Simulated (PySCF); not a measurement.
# FO3Re (Re(O)3(F)-): the cost of one run

The runs use PySCF 2.14.0; PBE, Re def2-SVP with ECP60, O def2-SVP, F def2-SVP; scalar-relativistic core potentials, no spin–orbit coupling.

1 further run of the same task is left out (for a known fault of the program).

## 1. The system as given

5 atoms, charge -1, spin multiplicity 2.

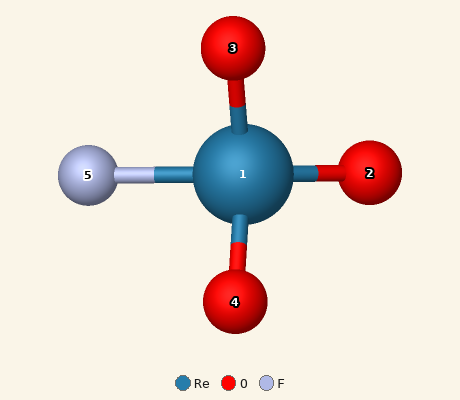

The structure; rhenium blue, oxygen red, fluorine light blue; atoms are numbered from 1 in the order of the file.

Geometry (Å):

```xyz
5

Re    0.0418    0.0618    0.0943
O     1.1780    0.7596    1.2222
O    -1.1838   -0.7493    1.0558
O     0.9928   -0.7919   -1.1104
F    -1.2372    0.7694   -1.2044
```

Formal oxidation states: Re +6. An earlier session relaxed this geometry at PBE, Re def2-SVP with ECP60, O def2-SVP, F def2-SVP (doublet, point group Cs).

Its energy there is -403.504947 Eh.

## 2. Multiplicity 4 at the relaxed geometry

Input file run.py (the lines that set the calculation):

```python
mol = gto.M(atom='''
Re     0.04180     0.06179     0.09429
O      1.17803     0.75959     1.22223
O     -1.18383    -0.74930     1.05583
O      0.99282    -0.79192    -1.11040
F     -1.23720     0.76939    -1.20441''',
    basis={'Re': 'def2-SVP', 'O': 'def2-SVP', 'F': 'def2-SVP'},
    ecp={'Re': 'def2-SVP'},
    charge=-1, spin=3)
mf = dft.UKS(mol, xc='PBE')
mf.grids.atom_grid = (50, 194)
mf = mf.density_fit()  # fitting sets: Re def2-universal-JKFIT, O def2-universal-JKFIT, F def2-universal-JKFIT
mf.conv_tol = 1e-08; mf.max_cycle = 55
mf.kernel(dm0)  # dm0: free metal ions and neutral atoms
```

Started as:

```bash
$ OMP_NUM_THREADS=2 python run.py
```

**Question.** How long does this run take on 2 threads of Arm Neoverse V1, shared host?

About 5.1 s.
